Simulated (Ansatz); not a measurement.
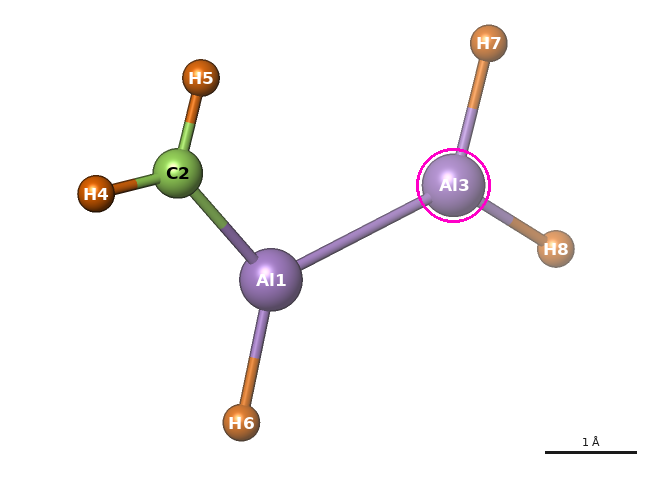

Orthographic view. Distant atoms are faded towards the background colour. The species has charge −1 and is a spin singlet. The computed structure is the end point of a PBE0-D4/def2-TZVPD optimisation. No frequency run is at hand to confirm it as a minimum.

### Name the neighbours of the circled atom.

The circled atom is Al3; it is bonded to Al1, H7, H8.

### Which atom is farthest from the viewer?

H8, 2.0 Å behind the mean position.

### Which atom is nearest the viewer?

H4, 1.6 Å in front of the mean position.

### What is the shortest path along bonds from the circled atom to H4?

Al3–Al1–C2–H4, 3 bonds; through space the two are 4.79 Å apart.
